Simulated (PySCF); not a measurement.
**GeH2 (SMILES [GeH2]) at M06-2X/ccECP-cc-pVDZ (core potential)**

Aim: the vertical ionisation energy of GeH2 at M06-2X/ccECP-cc-pVDZ (core potential), from 2 runs. 

The results are computed with PySCF 2.14.0.

5 further runs of the same task are left out: 5 set aside as unsound or not needed.

## (1) Starting point

GeH2 has 3 atoms, charge 0, and is taken as a singlet. SMILES: `[GeH2]`. The coordinates come from a PBE0-D4/def2-TZVP relaxation.

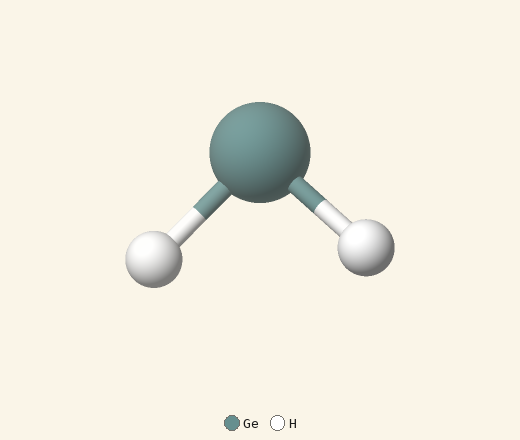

The structure, seen from a chosen angle (germanium teal, hydrogen white).

## (2) The energy at M06-2X/ccECP-cc-pVDZ (core potential)

Contents of input.py:

```python
# [GeH2]
from pyscf import gto, dft

mol = gto.M(
    atom=[
    ('Ge', (-0.570100, 0.405100, -0.263700)),
    ('H', (0.783000, 0.743600, 0.509000)),
    ('H', (-0.212900, -1.148700, -0.245300)),
],
    charge=0,
    basis='ccecp-cc-pvdz',
    ecp='ccecp',
    verbose=3,
    max_memory=1860,
)

myscf = dft.RKS(mol, xc='m06-2x')
myscf.grids.level = 5
myscf.conv_tol = 1e-10
myscf.kernel()
if not myscf.converged:
    myscf = myscf.newton().run(myscf.mo_coeff, myscf.mo_occ)

e_final = myscf.e_tot
print('Final energy', e_final)
```

On the command line:

```console
$ OMP_NUM_THREADS=1 python input.py
```

Log:

```text
converged SCF energy = -4.94243147143163
Final energy -4.942431471431632
```

Wall time 2.2 s (1 thread of Arm Neoverse V1, shared host); peak memory 0.19 GiB.

## (3) The doublet cation, same level

Contents of run.py:

```python
from pyscf import gto, dft

mol = gto.M(
    atom='''
Ge    -1.077333     0.765528    -0.498321
H      1.479656     1.405200     0.961871
H     -0.402323    -2.170728    -0.463550
''',
    charge=1,
    unit='bohr',
    ecp={'Ge': 'ccecp', 'H': 'ccecp'},
    spin=1,
    basis='ccecp-cc-pvdz',
    max_memory=1860,
    verbose=4,
)

calc0 = dft.UKS(mol)
calc0.xc = 'm06-2x'
calc0.conv_tol = 1e-10
calc0.grids.level = 5
calc0.kernel()
if not calc0.converged:
    calc0 = calc0.newton().run(calc0.mo_coeff, calc0.mo_occ)

e_tot = calc0.e_tot
print('Final energy', e_tot)
```

On the command line:

```console
$ OMP_NUM_THREADS=1 python run.py
```

Log:

```text
PySCF version 2.14.0

[INPUT] num. atoms = 3
[INPUT] num. electrons = 5
[INPUT] charge = 1
[INPUT] spin (= nelec alpha-beta = 2S) = 1
[INPUT] symmetry False subgroup None
[INPUT] Mole.unit = bohr
[INPUT] Symbol           X                Y                Z      unit          X                Y                Z       unit  Magmom
[INPUT]  1 Ge    -0.570100072172   0.405099971921  -0.263700116923 AA   -1.077333000000   0.765528000000  -0.498321000000 Bohr   0.0
[INPUT]  2 H      0.783000235201   0.743599816785   0.509000213045 AA    1.479656000000   1.405200000000   0.961871000000 Bohr   0.0
[INPUT]  3 H     -0.212900163029  -1.148699788706  -0.245300096122 AA   -0.402323000000  -2.170728000000  -0.463550000000 Bohr   0.0

nuclear repulsion = 2.88841497828161
number of shells = 11
number of NR pGTOs = 69
number of NR cGTOs = 23
basis = ccecp-cc-pvdz
ecp = {'Ge': 'ccecp', 'H': 'ccecp'}

[... 35 lines left out ...]
WARN: HOMO -0.246662386136783 >= LUMO -0.246662386136782
[... 38 lines left out ...]
converged SCF energy = -4.5964573306573  <S^2> = 0.75465206  2S+1 = 2.0046467
Final energy -4.596457330657301
```

Run time: 3.9 s. Hardware: 1 thread of Arm Neoverse V1, shared host; peak memory 0.21 GiB.

## (4) Outcome

At M06-2X/ccECP-cc-pVDZ (core potential):

```
                                          quantity        value
                        singlet GeH2: total energy  -4.94243 Eh
                       singlet GeH2: dipole moment       0.38 D
                         singlet GeH2: HOMO energy     -7.76 eV
                         singlet GeH2: LUMO energy     -2.12 eV
                       singlet GeH2: HOMO–LUMO gap      5.64 eV
                      doublet cation: total energy  -4.59646 Eh
doublet cation: HOMO energy (highest over α and β)    -16.37 eV
 doublet cation: LUMO energy (lowest over α and β)    -11.33 eV
                              doublet cation: ⟨S²⟩        0.755
vertical ionisation energy (to the doublet cation)     9.414 eV
```

In words: The vertical ionisation energy comes to 9.41 eV (217 kcal/mol). −ε(HOMO) before ionisation, 7.76 eV, is 1.66 eV below this ionisation energy. Mulliken charges (singlet GeH2) run from -0.10 on H2 to +0.20 on Ge1.
